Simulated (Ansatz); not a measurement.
**BGe+ (singlet): correlated methods under varied settings at distance Ge1–B2 = 4.037 Å**

What do other methods and options give for BGe+ (singlet) at this geometry, and how long do they take?

Method: the settings change from run to run; program: Ansatz 0.2.0, Gaussian basis.

25 further runs of the same task are left out: 18 that didn't finish, 7 set aside as unsound or not needed.

### 1 The system

The geometry derives from a PBE0/def2-TZVP stationary point (not a proven minimum). One bond is set to the value named and the two fragments are kept rigid. No spin-orbit coupling is included. The filled d shell of Ge may be among the frozen orbitals whatever the setting's name suggests; the logs give the count.

2 atoms, charge 1, spin multiplicity 1.

Atoms are counted from 1 here; the program's logs count them from 0.

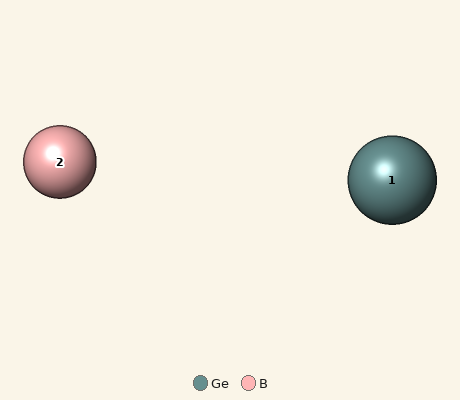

The structure; germanium teal, boron pink; atoms are numbered from 1 in the order of the file.

### 2 BCCD on UHF/STO-3G

File in.yaml:

```yaml
crystal:
  periodic: [false, false, false]
  atoms:
    - {symbol: Ge, position_ang: [0.000000, 0.000000, 0.000000]}
    - {symbol: B, position_ang: [0.000000, 0.000000, 4.037000]}
basis:
  gaussian: {orbitals: STO-3G, fitting: {mean_field: def2-universal-jkfit}}
total_charge: 1
magnetization: {spin_polarized: true, initial_magnetization: 0}
correlation: {method: bccd, electrons: outside_noble_gas, diis_vectors: 12}
```

Started as:

```console
ansatz run in.yaml --threads 1 --pin off --events-out ev --progress --plain --max-ram 2393MiB
```

Standard output, cut to the lines that bear on the results:

```text
Functional definition: HF
  name "HF"
  cite "Fock, Z. Phys. 61, 126 (1930) doi:10.1007/BF01340294"
  parent pbe
[...]
341 factors; integrals over basis functions are off by at most 1.6e-2 eV
[...]
mean field -56480.87395992 eV, -2075.6338339158 hartree, gradient 1.7e-6 eV, S^2 1.000491; 40 other end points of the search recorded, 0 dependent functions left out
determinant -56480.87395992 eV, -2075.6338339158 hartree, with singles and doubles -56482.67451326 eV, -2075.7000030304 hartree
determinant -56480.79173783 eV, -2075.6308123094 hartree, with singles and doubles -56482.60687510 eV, -2075.6975173740 hartree
determinant -56480.68273484 eV, -2075.6268065237 hartree, with singles and doubles -56482.46937746 eV, -2075.6924644289 hartree
determinant -56480.67741729 eV, -2075.6266111071 hartree, with singles and doubles -56482.46764332 eV, -2075.6924007005 hartree
determinant -56480.66623573 eV, -2075.6262001926 hartree, with singles and doubles -56482.46964955 eV, -2075.6924744280 hartree
determinant -56479.39349751 eV, -2075.5794279257 hartree, with singles and doubles -56481.77210349 eV, -2075.6668400831 hartree
determinant -56479.32183956 eV, -2075.5767945445 hartree, with singles and doubles -56481.66489442 eV, -2075.6629002224 hartree
determinant -56479.00608739 eV, -2075.5651908661 hartree, with singles and doubles -56481.52125871 eV, -2075.6576217073 hartree
[...]
determinant -56478.75550713 eV, -2075.5559822117 hartree, with singles and doubles -56480.89827487 eV, -2075.6347274737 hartree
determinant -56478.10025642 eV, -2075.5319021922 hartree, with singles and doubles -56481.09581557 eV, -2075.6419869604 hartree
determinant -56477.90279458 eV, -2075.5246456035 hartree, with singles and doubles -56481.27804164 eV, -2075.6486836451 hartree
determinant -56477.75678456 eV, -2075.5192798341 hartree, with singles and doubles -56481.10690392 eV, -2075.6423944498 hartree
determinant -56480.87395992 eV, -2075.6338339158 hartree, with singles and doubles -56482.68785769 eV, -2075.7004934291 hartree
determinant -56480.79173783 eV, -2075.6308123094 hartree, with singles and doubles -56482.65481045 eV, -2075.6992789655 hartree
determinant -56480.68273484 eV, -2075.6268065237 hartree, with singles and doubles -56482.46807283 eV, -2075.6924164847 hartree
determinant -56480.67741729 eV, -2075.6266111071 hartree, with singles and doubles -56482.46345635 eV, -2075.6922468320 hartree
determinant -56480.66623573 eV, -2075.6262001926 hartree, with singles and doubles -56482.46465875 eV, -2075.6922910193 hartree
15 core orbitals not correlated: weight in the atoms' cores, before any rotation towards them, 1.000 or more for the frozen orbitals, at most 0.000 for the correlated occupied ones
reference -56480.87395992 eV, -2075.6338339158 hartree; 3, 3 occupied and 5, 5 virtual orbitals, 341 factors
second order -0.91921801 eV of doubles, -0.00000000 eV of singles
cycle   1  -1.81546680 eV  change   -1.6e-3 eV  update   1.4e-3
[...]
cycle  24  -1.81401984 eV  change    1.6e-6 eV  update   3.5e-6
Total energy: -56482.68797977 eV, -2075.7004979154 hartree
```

Wall time 6 s (1 thread of Arm Neoverse V2, shared host).

From the report: ⟨S²⟩ of the determinant 1.000 (pure singlet: 0.00); correlation -1.8140 eV; largest double amplitude 0.39. The determinant is far from a pure spin state, so its energy mixes those of several spin states (harmless only where they are near-degenerate, as at dissociation).

### 3 NEVPT4(SD)(4,7)/cc-pVDZ

File in.yaml:

```yaml
crystal:
  periodic: [false, false, false]
  atoms:
    - {symbol: Ge, position_ang: [0.000000, 0.000000, 0.000000]}
    - {symbol: B, position_ang: [0.000000, 0.000000, 4.037000]}
basis:
  gaussian: {orbitals: cc-pVDZ}
total_charge: 1
correlation: {method: fic_nevpt4_sd, electrons: outside_noble_gas, active_space: {window: {electrons: 4, orbitals: 7}}}
accuracy: high
```

Launched as before.

Standard output, cut to the lines that bear on the results:

```text
Functional definition: HF
  name "HF"
  cite "Fock, Z. Phys. 61, 126 (1930) doi:10.1007/BF01340294"
  parent pbe
[...]
734 factors; integrals over basis functions are off by at most 4.4e-9 eV
[...]
mean field -57130.70616745 eV, -2099.5147270702 hartree, gradient 1.5e-8 eV, S^2 0.000000; 4 other end points of the search recorded, 0 dependent functions left out; unrestricted orbitals would lower it
reference -57130.70616745 eV, -2099.5147270702 hartree; 18, 18 occupied and 23, 23 virtual orbitals, 734 factors
state -57133.16189439 eV, -2099.6049733707 hartree
state -57133.16189439 eV, -2099.6049733707 hartree; corrected -57134.97743877 eV, -2099.6716933960 hartree
state -57132.94944730 eV, -2099.5971660843 hartree
state -57132.94944730 eV, -2099.5971660843 hartree; corrected -57134.92257109 eV, -2099.6696770461 hartree
state -57133.16189439 eV, -2099.6049733707 hartree; corrected -57134.97743877 eV, -2099.6716933960 hartree
Total energy: -57134.97743877 eV, -2099.6716933960 hartree
```

Wall time 13 s (1 thread of Arm Neoverse V2, shared host).

From the report: 225 determinants; active occupations 1.88, 1.56, 0.43, 0.06, 0.05, 0.01, 0.00.

### 4 CCSD on RHF/cc-pVTZ

File in.yaml:

```yaml
crystal:
  periodic: [false, false, false]
  atoms:
    - {symbol: Ge, position_ang: [0.000000, 0.000000, 0.000000]}
    - {symbol: B, position_ang: [0.000000, 0.000000, 4.037000]}
basis:
  gaussian: {orbitals: cc-pVTZ}
total_charge: 1
magnetization: {spin_polarized: false}
correlation: {method: ccsd, electrons: valence}
accuracy: high
output: {forces: true}
```

The command is unchanged.

Standard output, cut to the lines that bear on the results:

```text
Functional definition: HF
  name "HF"
  cite "Fock, Z. Phys. 61, 126 (1930) doi:10.1007/BF01340294"
  parent pbe
[...]
877 factors; integrals over basis functions are off by at most 4.8e-9 eV
[...]
mean field -57132.66476488 eV, -2099.5867041982 hartree, gradient 2.1e-8 eV, S^2 0.000000; 5 other end points of the search recorded, 0 dependent functions left out; unrestricted orbitals would lower it
[...]
determinant -57132.66476488 eV, -2099.5867041982 hartree, with singles and doubles -57138.84290639 eV, -2099.8137467110 hartree
determinant -57131.53947927 eV, -2099.5453507147 hartree, with singles and doubles -57137.99981566 eV, -2099.7827636982 hartree
unrestricted determinant -57133.98334818 eV, -2099.6351612409 hartree, S^2 1.0266
10 core orbitals not correlated: weight in the atoms' cores, before any rotation towards them, 1.000 or more for the frozen orbitals, at most 0.000 for the correlated occupied ones
reference -57132.66476488 eV, -2099.5867041982 hartree; 8, 8 occupied and 55, 55 virtual orbitals, 877 factors
second order -4.94750865 eV of doubles, -0.00000000 eV of singles
cycle   1  -6.07732597 eV  change   -1.7e-1 eV  update   4.3e-2
[...]
cycle  29  -6.12864816 eV  change   -1.5e-9 eV  update   1.8e-9
[...]
Total energy: -57138.79341303 eV, -2099.8119278638 hartree
Atom 0 at     0.000000     0.000000     0.000000 Å, force    -0.000000    -0.000000     0.810765 eV/Å
Atom 1 at     0.000000     0.000000     4.037000 Å, force     0.000000     0.000000    -0.810765 eV/Å
Dipole moment:     0.000000     0.000000     0.805282 e Å
```

Run time: 21 s. Hardware: 1 thread of Arm Neoverse V2, shared host; peak memory 0.26 GiB.

From the report: correlation -6.1286 eV; T1 0.050; largest double amplitude 0.33.

### 5 CCSD on UHF/def2-mTZVP

File in.yaml:

```yaml
crystal:
  periodic: [false, false, false]
  atoms:
    - {symbol: Ge, position_ang: [0.000000, 0.000000, 0.000000]}
    - {symbol: B, position_ang: [0.000000, 0.000000, 4.037000]}
basis:
  gaussian: {orbitals: def2-mTZVP}
total_charge: 1
magnetization: {spin_polarized: true, initial_magnetization: 0}
correlation: {method: ccsd, electrons: outside_noble_gas, diis_vectors: 1}
scf: {lower_state_search: light}
```

Same command.

Standard output, cut to the lines that bear on the results:

```text
Functional definition: HF
  name "HF"
  cite "Fock, Z. Phys. 61, 126 (1930) doi:10.1007/BF01340294"
  parent pbe
[...]
511 factors; integrals over basis functions are off by at most 3.3e-4 eV
[...]
mean field -57132.79443196 eV, -2099.5914693756 hartree, gradient 3.8e-6 eV, S^2 1.017494; 39 other end points of the search recorded, 0 dependent functions left out
determinant -57132.79443196 eV, -2099.5914693756 hartree, with singles and doubles -57135.77307726 eV, -2099.7009325715 hartree
determinant -57132.61529590 eV, -2099.5848862469 hartree, with singles and doubles -57135.60251475 eV, -2099.6946645148 hartree
determinant -57132.42017991 eV, -2099.5777158663 hartree, with singles and doubles -57135.29066045 eV, -2099.6832040804 hartree
determinant -57132.40605509 eV, -2099.5771967887 hartree, with singles and doubles -57135.27296089 eV, -2099.6825536338 hartree
[...]
determinant -57132.40605509 eV, -2099.5771967887 hartree, with singles and doubles -57135.23260185 eV, -2099.6810704663 hartree
determinant -57132.37878888 eV, -2099.5761947743 hartree, with singles and doubles -57135.25149947 eV, -2099.6817649412 hartree
determinant -57131.52039305 eV, -2099.5446493093 hartree, with singles and doubles -57135.59925792 eV, -2099.6945448285 hartree
15 core orbitals not correlated: weight in the atoms' cores, before any rotation towards them, 1.000 or more for the frozen orbitals, at most 0.000 for the correlated occupied ones
reference -57132.79443196 eV, -2099.5914693756 hartree; 3, 3 occupied and 37, 37 virtual orbitals, 511 factors
second order -1.95709497 eV of doubles, -0.00000000 eV of singles
cycle   1  -2.93478099 eV  change    1.6e-6 eV  update   4.8e-6
WARN: the results are in doubt because among natural orbitals full CI differs from the method by +0.098 eV
Total energy: -57135.72921295 eV, -2099.6993205876 hartree
In doubt: among natural orbitals full CI differs from the method by +0.098 eV
```

It took 29 s on 1 thread of Arm Neoverse V2, shared host.

From the report: ⟨S²⟩ of the determinant 1.017 (pure singlet: 0.00); correlation -2.9348 eV; T1 0.043; largest double amplitude 0.12. The determinant is far from a pure spin state, so its energy mixes those of several spin states (harmless only where they are near-degenerate, as at dissociation). Mind the lines of doubt at the end of the log.

### 6 CCSD/aug-cc-pVDZ

in.yaml: that of step 5 with these lines changed.

```diff
@@ -6,6 +6,6 @@
 basis:
-  gaussian: {orbitals: def2-mTZVP}
+  gaussian: {orbitals: aug-cc-pVDZ}
 total_charge: 1
 magnetization: {spin_polarized: true, initial_magnetization: 0}
+hamiltonian: {xc: {name: r2SCAN}}
 correlation: {method: ccsd, electrons: outside_noble_gas, diis_vectors: 1}
-scf: {lower_state_search: light}
```

Launched as before.

Standard output, cut to the lines that bear on the results:

```text
Functional definition: r2SCAN
  name "r2SCAN"
  cite "Furness, Kaplan, Ning, Perdew & Sun, J. Phys. Chem. Lett. 11, 8208 (2020) doi:10.1021/acs.jpclett.0c02405"
  cite "Furness, Kaplan, Ning, Perdew & Sun, J. Phys. Chem. Lett. 11, 9248 (2020) doi:10.1021/acs.jpclett.0c03077"
  parent r2scan
[...]
640 factors; integrals over basis functions are off by at most 3.7e-4 eV
[...]
mean field -57177.98954415 eV, -2101.2523591140 hartree, gradient 9.6e-8 eV, S^2 1.015342; 29 other end points of the search recorded, 0 dependent functions left out
15 core orbitals not correlated: weight in the atoms' cores, before any rotation towards them, 1.000 or more for the frozen orbitals, at most 0.000 for the correlated occupied ones
reference -57131.48540752 eV, -2099.5433636145 hartree; 3, 3 occupied and 41, 41 virtual orbitals, 640 factors
second order -2.11366974 eV of doubles, -0.19298589 eV of singles
cycle   1  -2.63768500 eV  change   -7.8e-1 eV  update   9.6e-2
[...]
cycle  40  -3.38507132 eV  change   -5.1e-7 eV  update   2.5e-6
WARN: the results are in doubt because among natural orbitals full CI differs from the method by +0.130 eV
Total energy: -57134.87047883 eV, -2099.6677626909 hartree
In doubt: among natural orbitals full CI differs from the method by +0.130 eV
```

Run time: 76 s. Hardware: 1 thread of Arm Neoverse V2, shared host.

From the report: ⟨S²⟩ of the determinant 1.015 (pure singlet: 0.00); correlation -3.3851 eV; T1 0.059; largest double amplitude 0.09. The determinant is far from a pure spin state, so its energy mixes those of several spin states (harmless only where they are near-degenerate, as at dissociation). The orbitals are Kohn-Sham ones, so correlation energy and T1 don't compare with those on Hartree-Fock orbitals. Mind the lines of doubt at the end of the log.

### 7 The runs in one table

Where basis and cores are those of an earlier FCI/cc-pVDZ run (-57135.0530 eV), and the state is the same kind, the miss against it is given. † marks a result that the program doubts.

| level | correlated | functions | energy (eV) | from FCI (meV) | time |
| --- | --- | --- | --- | --- | --- |
| BCCD on UHF/STO-3G | outside noble gas | 23 | -56482.6880 |  | 6 s |
| NEVPT4(SD)(4,7)/cc-pVDZ | outside noble gas | 41 | -57134.9774 | 75.5 | 13 s |
| CCSD on RHF/cc-pVTZ | valence | 73 | -57138.7934 |  | 21 s |
| CCSD on UHF/def2-mTZVP † | outside noble gas | 55 | -57135.7292 |  | 29 s |
| CCSD/aug-cc-pVDZ (on r2SCAN orbitals) † | outside noble gas | 59 | -57134.8705 |  | 76 s |

### 8 Outcome

```
quantity                                          value
    runs                                              5
quickest                        BCCD on UHF/STO-3G, 6 s
 slowest  CCSD/aug-cc-pVDZ (on r2SCAN orbitals) †, 76 s
```

In words: Total energies in different bases, with other cores or another treatment of relativity can't be set against each other. CCSD/aug-cc-pVDZ (on r2SCAN orbitals) † took 13 times as long as BCCD on UHF/STO-3G; the jobs differ in more than the method.
